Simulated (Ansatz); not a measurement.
# GeSiH4O (SMILES [SiH3][O][GeH]) at B2PLYP/def2-SVP

What is the vertical singlet–triplet gap of GeSiH4O at B2PLYP/def2-SVP? 

The calculation is run with Ansatz 0.2.0.

68 further runs of the same task are left out: 68 set aside as unsound or not needed.

**1. The structure to begin with**

The species is GeSiH4O (7 atoms), meant as a singlet with charge 0. As SMILES, `[SiH3][O][GeH]`. Geometry: relaxed at PBE0-D4/def2-TZVP. This is one conformer, not always the lowest.

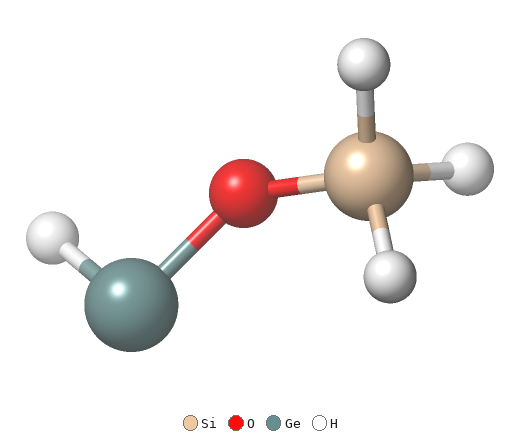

The structure, seen from a chosen angle (silicon light orange, oxygen red, germanium teal, hydrogen white).

**2. The energy at B2PLYP/def2-SVP**

The input, in.yaml:

```yaml
crystal:
  periodic: [false, false, false]
  atoms:
    - {symbol: Si, position_ang: [-0.741700, 0.650900, -0.296500]}
    - {symbol: O, position_ang: [0.533500, -0.139300, 0.373700]}
    - {symbol: Ge, position_ang: [1.261400, -1.756200, 0.134200]}
    - {symbol: H, position_ang: [-1.409200, -0.197600, -1.323800]}
    - {symbol: H, position_ang: [-0.260900, 1.901300, -0.937500]}
    - {symbol: H, position_ang: [-1.722500, 0.988100, 0.766400]}
    - {symbol: H, position_ang: [2.400800, -1.515100, 1.238000]}
basis:
  gaussian: {orbitals: def2-SVP}
hamiltonian: {xc: {name: B2PLYP}}
accuracy: high
magnetization: {spin_polarized: false}
correlation: {frozen_orbitals: {Ge: 9, H: 0, O: 1, Si: 5}}
output: {orbitals: {seedname: orbitals}}
```

The run is started by

```
$ ansatz run in.yaml --threads 1 --pin off --max-ram 3480MiB --events-out events.jsonl --progress --plain --runs-dir runs
```

What it wrote:

```text
Warning: RAYON_NUM_THREADS=1 ignored (pool sized by the plan → 1); use --threads N
Functional definition: B2PLYP
  name "B2PLYP"
  parameter a = 0.53
  parameter c = 0.27
  exchange = (1 - a)*b88_x + a*exact_x
  correlation = (1 - c)*lyp_c + c*(mp2_os + mp2_ss)
1725 factors; integrals over basis functions are off by at most 5.4e-9 eV
mean field evaluation 1: about -66473.5437 eV, gradient 4.4e1 eV
mean field evaluation 2: about -66473.7500 eV, gradient 4.4e1 eV
mean field evaluation 4: about -66477.2405 eV, gradient 3.3e0 eV
mean field evaluation 8: about -66477.2810 eV, gradient 1.8e-1 eV
mean field evaluation 16: about -66477.2811 eV, gradient 2.7e-5 eV
mean field -66477.28113502 eV, -2442.9950217923 hartree, gradient 1.4e-8 eV, S^2 0.000000; 0 other end points of the search recorded, 0 dependent functions left out
15 core orbitals not correlated: weight in the atoms' cores, before any rotation towards them, 1.000 or more for the frozen orbitals, at most 0.000 for the correlated occupied ones
reference -66477.28115989 eV, -2442.9950227065 hartree; 14, 14 occupied and 55, 55 virtual orbitals, 1725 factors
second order -16.65824144 eV of doubles, -0.00000000 eV of singles
Total energy: -66481.77888508 eV, -2443.1603110585 hartree
```

Wall time 9.3 s (1 thread of AMD EPYC 7R43 (Zen 3), shared host); peak memory 0.29 GiB.

**3. The triplet**

The input, molecule.yaml:

```yaml
crystal:
  periodic: [false, false, false]
  atoms:
    - {symbol: Si, position_ang: [-0.741700, 0.650900, -0.296500]}
    - {symbol: O, position_ang: [0.533500, -0.139300, 0.373700]}
    - {symbol: Ge, position_ang: [1.261400, -1.756200, 0.134200]}
    - {symbol: H, position_ang: [-1.409200, -0.197600, -1.323800]}
    - {symbol: H, position_ang: [-0.260900, 1.901300, -0.937500]}
    - {symbol: H, position_ang: [-1.722500, 0.988100, 0.766400]}
    - {symbol: H, position_ang: [2.400800, -1.515100, 1.238000]}
basis:
  gaussian: {orbitals: def2-SVP}
output: {orbitals: {seedname: orbitals}}
hamiltonian: {xc: {name: B2PLYP}}
magnetization: {spin_polarized: true, initial_magnetization: 2}
accuracy: high
correlation: {frozen_orbitals: {Ge: 9, H: 0, O: 1, Si: 5}}
```

The run is started by

```
$ ansatz run molecule.yaml --threads 1 --pin off --max-ram 3480MiB --events-out events.jsonl --progress --plain --runs-dir runs
```

What it wrote, cut to the lines that bear on the results:

```text
Warning: RAYON_NUM_THREADS=1 ignored (pool sized by the plan → 1); use --threads N
[... 2 set-up lines as earlier in the session ...]
[...]
1725 factors; integrals over basis functions are off by at most 5.4e-9 eV
[...]
mean field -66475.33892650 eV, -2442.9236469459 hartree, gradient 4.9e-8 eV, S^2 2.009463; 0 other end points of the search recorded, 0 dependent functions left out
15 core orbitals not correlated: weight in the atoms' cores, before any rotation towards them, 1.000 or more for the frozen orbitals, at most 0.000 for the correlated occupied ones
reference -66475.33895134 eV, -2442.9236478588 hartree; 15, 13 occupied and 54, 56 virtual orbitals, 1725 factors
second order -16.18101413 eV of doubles, -0.00000000 eV of singles
Total energy: -66479.70782516 eV, -2443.0842010102 hartree
```

Wall time 13 s (1 thread of AMD EPYC 7R43 (Zen 3), shared host); peak memory 0.41 GiB.

**4. Summary of results**

Level: B2PLYP/def2-SVP, 15 core orbitals frozen.

| quantity | value |
| --- | --- |
| singlet: total energy | -2443.16031 Eh |
| singlet: HOMO energy (SCF part's orbitals) | -7.72 eV |
| singlet: LUMO energy (SCF part's orbitals) | -1.29 eV |
| singlet: HOMO–LUMO gap (SCF part's orbitals) | 6.43 eV |
| triplet: total energy | -2443.08420 Eh |
| triplet: HOMO energy (SCF part's orbitals) (highest over α and β) | -5.80 eV |
| triplet: LUMO energy (SCF part's orbitals) (lowest over α and β) | -3.23 eV |
| triplet: ⟨S²⟩ | 2.009 |
| vertical energy of the triplet above the singlet | 2.071 eV |

At this shape the triplet lies 2.07 eV (200 kJ/mol) above the singlet.
